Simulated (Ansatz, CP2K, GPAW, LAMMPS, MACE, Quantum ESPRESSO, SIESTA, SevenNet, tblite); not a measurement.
# CP2K on amorphous carbon (64 atoms): settings against a plane-wave reference

Aim: run amorphous carbon (64 atoms) in CP2K and see how near its forces come to a plane-wave reference, and at what cost.

Method: the method is named at each step, in CP2K 2026.2.

## 1. Set-up

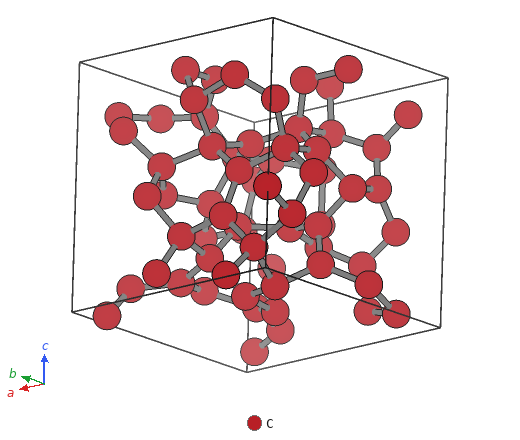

The cell as given, from a free direction (carbon red).

The cell holds 64 atoms: 64 C. Cell: a = 7.590 Å, b = 7.590 Å, c = 7.590 Å, α = 90.0°, β = 90.0°, γ = 90.0°. 64 atoms (64 C) placed at random at 2.92 g/cm³, melted at 6000 K for 10 ps at fixed volume with the Tersoff potential (Tersoff, Phys. Rev. B 39, 5566 (1989)). Quenched from 6000 K to 300 K at 100 K/ps and fixed volume, held 5 ps, then minimised at fixed cell.

The yardstick, on the same geometry:

```
method                 : Kohn-Sham DFT, PBE, PAW, plane waves (Ansatz 0.2.0); cutoff 420 eV, Γ point, fermi-dirac smearing of 0.05 eV; PAW set soft_2
r.m.s. force component : 1.256 eV/Å
longest force          : 5.071 eV/Å
pressure               : -7.388 GPa
SCF cycles             : 11
time                   : 4.1 s on 4 threads of Arm Neoverse V1, shared host
CPU time               : 14 s
```

## 2. PBE, DZVP-MOLOPT-SR, 450/50 Ry, diagonalisation

Method: Kohn-Sham DFT, PBE, GTH-PBE pseudopotentials, Gaussian and plane waves, DZVP-MOLOPT-SR-GTH, diagonalisation.

Input file input.inp:

```
&GLOBAL
  PROJECT cell
  RUN_TYPE ENERGY_FORCE
  PRINT_LEVEL LOW
&END GLOBAL
&FORCE_EVAL
  METHOD QS
  STRESS_TENSOR ANALYTICAL
  &DFT
    BASIS_SET_FILE_NAME BASIS_MOLOPT
    POTENTIAL_FILE_NAME GTH_POTENTIALS
    &MGRID
      CUTOFF 450
      REL_CUTOFF 50
    &END MGRID
    &QS
      EPS_DEFAULT 1.0E-12
    &END QS
    &SCF
      SCF_GUESS ATOMIC
      EPS_SCF 5.0E-06
      MAX_SCF 200
      ADDED_MOS 28
      &DIAGONALIZATION
        ALGORITHM STANDARD
      &END DIAGONALIZATION
      &SMEAR ON
        METHOD FERMI_DIRAC
        ELECTRONIC_TEMPERATURE [K] 580
      &END SMEAR
      &MIXING
        METHOD BROYDEN_MIXING
        ALPHA 0.15
        NBROYDEN 12
      &END MIXING
      &PRINT
        &RESTART OFF
        &END RESTART
      &END PRINT
    &END SCF
    &XC
      &XC_FUNCTIONAL PBE
      &END XC_FUNCTIONAL
    &END XC
    &PRINT
      &MULLIKEN ON
      &END MULLIKEN
      &HIRSHFELD ON
        SHAPE_FUNCTION DENSITY
      &END HIRSHFELD
      &MO ON
        EIGENVALUES T
        OCCUPATION_NUMBERS T
        MO_INDEX_RANGE 117 140
        &EACH
          QS_SCF 0
        &END EACH
        ADD_LAST NUMERIC
      &END MO
    &END PRINT
  &END DFT
  &SUBSYS
    &CELL
      A 7.59030 0.00000 0.00000
      B 0.00000 7.59030 0.00000
      C 0.00000 0.00000 7.59030
    &END CELL
    &COORD
      SCALED
      C 0.83466 0.91928 0.71452
      C 0.87226 0.18332 0.50226
      C 0.52196 0.75401 0.63807
      C 0.39522 0.23812 0.98117
      C 0.61259 0.65078 0.94456
      C 0.20368 0.46720 0.17574
      C 0.84238 0.67247 0.51879
      C 0.74571 0.09433 0.10113
      C 0.36756 0.24992 0.78106
      C 0.53495 0.35500 0.07354
      C 0.19499 0.51728 0.62127
      C 0.85198 0.03839 0.38158
      C 0.36478 0.76883 0.50936
      C 0.62416 0.63810 0.23547
      C 0.26679 0.12290 0.08360
      C 0.29431 0.88733 0.85153
      C 0.61390 0.94811 0.09812
      C 0.18346 0.70899 0.58267
      C 0.76307 0.49188 0.51217
      C 0.96285 0.80924 0.82223
      C 0.17431 0.07927 0.39456
      C 0.15612 0.20893 0.53203
      C 0.94294 0.86311 0.00789
      C 0.52406 0.12224 0.69611
      C 0.90629 0.37072 0.42912
      C 0.94302 0.73372 0.14776
      C 0.68245 0.93958 0.42172
      C 0.70524 0.27845 0.13765
      C 0.58646 0.84381 0.26729
      C 0.06668 0.78600 0.27919
      C 0.26047 0.78542 0.18020
      C 0.55643 0.08784 0.48866
      C 0.48157 0.90933 0.77890
      C 0.50973 0.55446 0.08290
      C 0.44570 0.38350 0.38552
      C 0.59126 0.84374 0.93287
      C 0.03236 0.70873 0.45652
      C 0.06311 0.18325 0.02199
      C 0.05740 0.50263 0.92300
      C 0.39647 0.81751 0.32228
      C 0.04221 0.17363 0.81766
      C 0.51352 0.54843 0.69558
      C 0.80982 0.59527 0.18034
      C 0.86384 0.40211 0.20365
      C 0.14720 0.81322 0.74705
      C 0.11858 0.39197 0.48444
      C 0.46659 0.19460 0.35679
      C 0.59816 0.51350 0.38859
      C 0.68888 0.43536 0.69683
      C 0.74685 0.55816 0.84369
      C 0.92120 0.04587 0.05701
      C 0.31479 0.60085 0.07899
      C 0.34536 0.46136 0.74738
      C 0.25605 0.43128 0.34994
      C 0.72146 0.82021 0.57541
      C 0.23961 0.55258 0.90021
[... 4 atom lines left out ...]
      C 0.03179 0.37764 0.08749
      C 0.26817 0.93123 0.03505
      C 0.86460 0.13074 0.70983
      C 0.69157 0.23326 0.73773
    &END COORD
    &KIND C
      BASIS_SET DZVP-MOLOPT-SR-GTH-q4
      POTENTIAL GTH-PBE-q4
    &END KIND
  &END SUBSYS
  &PRINT
    &FORCES ON
    &END FORCES
    &STRESS_TENSOR ON
    &END STRESS_TENSOR
  &END PRINT
&END FORCE_EVAL
```

Started as:

```
> OMP_NUM_THREADS=2 cp2k.psmp -i input.inp > output.txt
```

Numbers of over 12 decimals in the logs are rounded to 6 here.

What it wrote:

```text
CP2K| version string:                                       CP2K version 2026.2
 CP2K| Input file name                                                 input.inp
 GLOBAL| Basis set file name                                        BASIS_MOLOPT
 GLOBAL| Potential file name                                      GTH_POTENTIALS
 GLOBAL| Run type                                                   ENERGY_FORCE
 GLOBAL| Total number of message passing processes                             1
 GLOBAL| Number of threads for this process                                    2
 TOTAL NUMBERS AND MAXIMUM NUMBERS
  Total number of            - Atomic kinds:                                   1
                             - Atoms:                                         64
                             - Shell sets:                                    64
                             - Shells:                                       320
                             - Primitive Cartesian functions:                320
                             - Cartesian basis functions:                    896
                             - Spherical basis functions:                    832
  Maximum angular momentum of- Orbital basis functions:                        2
                             - Local part of the GTH pseudopotential:          2
                             - Non-local part of the GTH pseudopotential:      0
 SCF PARAMETERS         Density guess:                                    ATOMIC
                        max_scf:                                             200
                        eps_scf:                                        5.00E-06
                        added MOs                                        28    0
                        Mixing method:                            BROYDEN_MIXING
                                                charge density mixing in g-space
                        Smear method:                                FERMI_DIRAC
                        Electronic temperature [K]:                        580.0
                        Electronic temperature [a.u.]:                  1.84E-03
                        Accuracy threshold:                             1.00E-10
 Extrapolation method: initial_guess
 Number of electrons:                                                        256
 Number of occupied orbitals:                                                128
 Number of molecular orbitals:                                               156
 Number of orbital functions:                                                832
 Number of independent orbital functions:                                    832
 SCF WAVEFUNCTION OPTIMIZATION
  Step     Update method      Time    Convergence         Total energy    Change
     1 NoMix/Diag. 0.15E+00    4.7     0.93629097      -362.6582066321 -3.63E+02
     2 Broy./Diag. 0.15E+00    6.5     0.09134679      -352.3066569251  1.04E+01
     3 Broy./Diag. 0.15E+00    6.5     0.10858779      -356.2084304954 -3.90E+00
     4 Broy./Diag. 0.15E+00    6.5     0.08994448      -360.0566842809 -3.85E+00
[...]
18 Broy./Diag. 0.15E+00    6.6     0.00000507      -362.1447657381 -1.76E-04
    19 Broy./Diag. 0.15E+00    6.6     0.00000377      -362.1448453202 -7.96E-05
  *** SCF run converged in    19 steps ***
  Electronic density on regular grids:       -255.9999999999        0.0000000001
  Core density on regular grids:              255.9999999998       -0.0000000002
  Total charge density on r-space grids:       -0.0000000001
  Total charge density g-space grids:          -0.0000000001
  Overlap energy of the core charge distribution:               2.74901e-06
  Self energy of the core charge distribution:               -853.440507
  Core Hamiltonian energy:                                    264.074182
  Hartree energy:                                             338.418774
  Exchange-correlation energy:                               -111.189182
  Electronic entropic energy:                                  -0.00811398
  Fermi energy:                                                 0.345028
  Total energy:                                              -362.144845
  Total energy (extrapolated to T->0):                       -362.140788
 MO| EIGENVALUES AND OCCUPATION NUMBERS
 MO|
 MO|  Index      Eigenvalue [a.u.]        Eigenvalue [eV]             Occupation
 MO|    117               0.265874               7.234792               2.000000
 MO|    118               0.274819               7.478200               2.000000
 MO|    119               0.282632               7.690805               2.000000
[...]
MO|    139               0.396885              10.799780               0.000000
 MO|    140               0.406974              11.074335               0.000000
 MO| Sum:                                                             256.000000
 MO| E(Fermi):            0.345028 a.u.          9.388676 eV
 !-----------------------------------------------------------------------------!
                     Mulliken Population Analysis
 #  Atom  Element  Kind  Atomic population                           Net charge
       1     C        1          3.939961                              0.060039
       2     C        1          3.955215                              0.044785
       3     C        1          4.027026                             -0.027026
[...]
63     C        1          4.067425                             -0.067425
      64     C        1          3.937032                              0.062968
 # Total charge                            256.000000                  0.000000
 !-----------------------------------------------------------------------------!
 !-----------------------------------------------------------------------------!
                           Hirshfeld Charges
  #Atom  Element  Kind  Ref Charge     Population                    Net charge
      1       C      1       4.000          4.012                        -0.012
      2       C      1       4.000          3.986                         0.014
      3       C      1       4.000          3.983                         0.017
[...]
63       C      1       4.000          3.982                         0.018
     64       C      1       4.000          3.985                         0.015
  Total Charge                                                           -0.000
 !-----------------------------------------------------------------------------!
 ENERGY| Total FORCE_EVAL ( QS ) energy [hartree]           -362.145011
 FORCES| Atomic forces [hartree/bohr]
 FORCES|   Atom     x               y               z               |f|
 FORCES|      1 -2.05887714E-02  1.13893734E-02 -8.03042972E-04   2.35427316E-02
 FORCES|      2  5.06594904E-02  1.80440055E-02  2.28191189E-02   5.84181675E-02
 FORCES|      3 -1.73013956E-02  3.19667056E-03 -2.34021075E-02   2.92782450E-02
[...]
FORCES|     63 -1.75521894E-03 -1.82808810E-02 -3.90037104E-03   1.87745652E-02
 FORCES|     64 -5.42740978E-03 -2.18900052E-02 -3.13532813E-02   3.86219801E-02
 FORCES| Sum     2.99138595E-05 -6.66572303E-05 -2.69187914E-05
 FORCES| Total atomic force                                       7.78629994E-05
 STRESS| Analytical stress tensor [bar]
 STRESS|                        x                   y                   z
 STRESS|      x       -1.25198642548E+05  -3.58566487604E+04  -1.58830594815E+04
 STRESS|      y       -3.58566487604E+04  -7.49986697147E+04  -1.68688025097E+04
 STRESS|      z       -1.58830594815E+04  -1.68688025097E+04   4.71242340353E+03
 STRESS| 1/3 Trace                                            -6.51616296196E+04
```

Wall time 2.5 min (2 threads of Arm Neoverse V1, shared host); peak memory 1 GiB.

Banners, paths, timers and routine set-up lines are dropped from the logs unmarked, and long logs keep their key lines alone; longer cuts are marked.

Compared with the plane-wave run:

```
r.m.s. force component                  : 1.273 eV/Å
r.m.s. difference of force components   : 26.97 meV/Å
longest difference of force vectors     : 93.52 meV/Å
force difference over r.m.s. force      : 2.147 %
slope of forces against the reference's : 1.013
correlation of force components         : 0.9999
pressure                                : -6.516 GPa
pressure difference                     : 0.8721 GPa
```

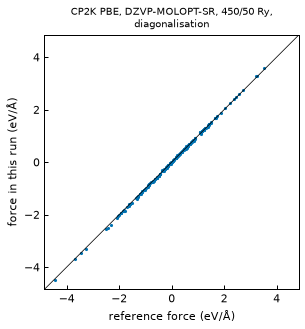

Force components against those of the reference; the line marks equality.

A closer look about C21, whose charge lies farthest from its element's mean: 9 atoms, nearest first, numbered in the order of the input, with positions taken from that point.

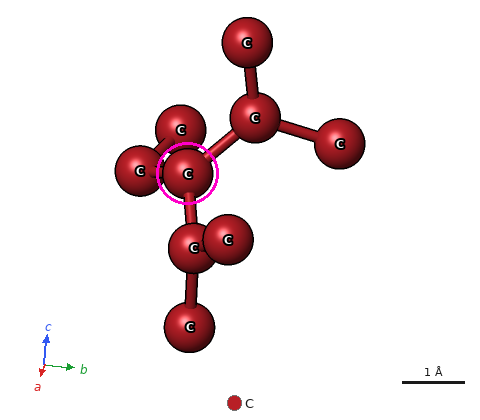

The atoms of the table, within 2.5 Å (arrows a, b, c point along x, y, z); some may hide others; the central atom is ringed.

```csv
atom,x,y,z,distance (Å),bonds,Hirshfeld charge (e),Fx,Fy,Fz (eV/Å)
C21,0.00,0.00,0.00,0.00,3,-0.04,-0.45,0.21,-2.04
C57,1.03,0.28,-0.90,1.40,3,0.01,-1.61,0.68,0.10
C59,-1.10,-0.82,-0.42,1.44,3,0.00,-0.72,-0.07,1.52
C22,-0.14,0.98,1.04,1.44,3,-0.01,-1.88,-2.52,0.55
C47,2.22,0.88,-0.29,2.40,3,-0.01,-1.04,1.68,3.27
C12,-2.45,-0.31,-0.10,2.47,3,0.01,1.24,-2.00,0.79
C15,0.70,0.33,-2.36,2.48,4,-0.01,0.15,-1.12,-1.17
C46,-0.42,2.37,0.68,2.51,4,0.00,0.62,0.46,-0.17
C58,0.17,0.74,2.40,2.52,3,-0.01,-3.69,1.20,3.29
```

Forces lie 2.1 % from the reference's, at 21 times its CPU time (on 2 against 4 cores).

## 3. PBE, SZV-MOLOPT-SR, 450/50 Ry, diagonalisation

Method: Kohn-Sham DFT, PBE, GTH-PBE pseudopotentials, Gaussian and plane waves, SZV-MOLOPT-SR-GTH, diagonalisation.

Changes to input.inp since step 2:

```diff
@@ -67,8 +67,8 @@
     &END CELL
-    &COORD
-      SCALED
-[... 64 atom lines left out: the same atoms as in the first run ...]
-    &END COORD
+    &TOPOLOGY
+      COORD_FILE_NAME structure.xyz
+      COORD_FILE_FORMAT XYZ
+    &END TOPOLOGY
     &KIND C
-      BASIS_SET DZVP-MOLOPT-SR-GTH-q4
+      BASIS_SET SZV-MOLOPT-SR-GTH-q4
       POTENTIAL GTH-PBE-q4
```

Input file structure.xyz:

```xyz
64

C 6.33532 6.97761 5.42342
C 6.62072 1.39145 3.81230
C 3.96183 5.72316 4.84314
C 2.99984 1.80740 7.44737
C 4.64974 4.93962 7.16949
C 1.54599 3.54619 1.33392
C 6.39392 5.10425 3.93777
C 5.66016 0.71599 0.76761
C 2.78989 1.89697 5.92848
C 4.06043 2.69456 0.55819
C 1.48003 3.92631 4.71563
C 6.46678 0.29139 2.89631
C 2.76879 5.83565 3.86620
C 4.73756 4.84337 1.78729
C 2.02502 0.93285 0.63455
C 2.23390 6.73510 6.46337
C 4.65969 7.19644 0.74476
C 1.39252 5.38145 4.42264
C 5.79193 3.73352 3.88752
C 7.30832 6.14237 6.24097
[... 40 atom lines left out ...]
C 0.24130 2.86640 0.66408
C 2.03549 7.06832 0.26604
C 6.56257 0.99236 5.38782
C 5.24922 1.77051 5.59959
```

Started as:

```
> OMP_NUM_THREADS=1 cp2k.psmp -i input.inp > output.txt
```

What it wrote:

```text
CP2K| version string:                                       CP2K version 2026.2
 CP2K| Input file name                                                 input.inp
 GLOBAL| Basis set file name                                        BASIS_MOLOPT
 GLOBAL| Potential file name                                      GTH_POTENTIALS
[... lines left out ...]
 Number of electrons:                                                        256
[... lines left out ...]
  Step     Update method      Time    Convergence         Total energy    Change
[... lines left out ...]
  *** SCF run converged in    22 steps ***
[... lines left out ...]
  Fermi energy:                                                 0.384785
  Total energy:                                              -360.464029
  Total energy (extrapolated to T->0):                       -360.460604
[... lines left out ...]
 MO| E(Fermi):            0.384785 a.u.         10.470532 eV
[... lines left out ...]
 ENERGY| Total FORCE_EVAL ( QS ) energy [hartree]           -360.464009
[... lines left out ...]
 FORCES|      1 -2.43187362E-02  1.43560148E-02  1.71323936E-03   2.82918942E-02
 FORCES|      2  6.47513110E-02  2.07688462E-02  2.35418511E-02   7.19603779E-02
 FORCES|      3 -1.54411321E-02  3.61332357E-03 -2.34496847E-02   2.83085214E-02
[...]
FORCES|     63 -2.45120678E-03 -2.65210754E-02  4.85243476E-03   2.70725318E-02
 FORCES|     64 -2.36230255E-03 -1.44043094E-02 -3.71297850E-02   3.98959338E-02
 FORCES| Sum    -1.96012034E-05  7.22164670E-06  5.04535475E-05
 FORCES| Total atomic force                                       5.46069575E-05
 STRESS| Analytical stress tensor [bar]
 STRESS|                        x                   y                   z
 STRESS|      x       -7.37144137863E+04  -4.75939997803E+04  -1.65152406373E+04
 STRESS|      y       -4.75939997803E+04   8.93637617876E+03  -1.48087138288E+04
 STRESS|      z       -1.65152406373E+04  -1.48087138288E+04   1.00427315957E+05
 STRESS| 1/3 Trace                                             1.18830927832E+04
```

It took 2.5 min on 1 thread; peak memory 0.95 GiB.

Numbers from this run, and their distance from the reference:

```yaml
r_m_s_force_component: 1.699 eV/Å
r_m_s_difference_of_force_components: 525.2 meV/Å
longest_difference_of_force_vectors: 2074 meV/Å
force_difference_over_r_m_s_force: 41.81 %
slope_of_forces_against_the_reference_s: 1.327
correlation_of_force_components: 0.9813
pressure: 1.188 GPa
pressure_difference: 8.577 GPa
```

This is a coarse setting, run to see what it loses.

Against the first run (2.1 %), the force difference from the reference is 42 %, at 0.52 times the CPU time (on 1 against 2 cores), with 256 basis functions against 832: the smaller basis costs accuracy.

[end of part 1 of 3]

[Also dropped from logs without a mark: logging warnings of Python, and SIESTA's first energy breakdown and zero terms.]

[Logs are printed without paths, hosts, clocks, repeated set-up lines and the standing remarks that a program may print on its own settings, such as how far it seeks lower states.]

[Hosts, paths, dates, database ids (printed as entryN), source tags and the programs' standing remarks are cut or masked in the printed files.]
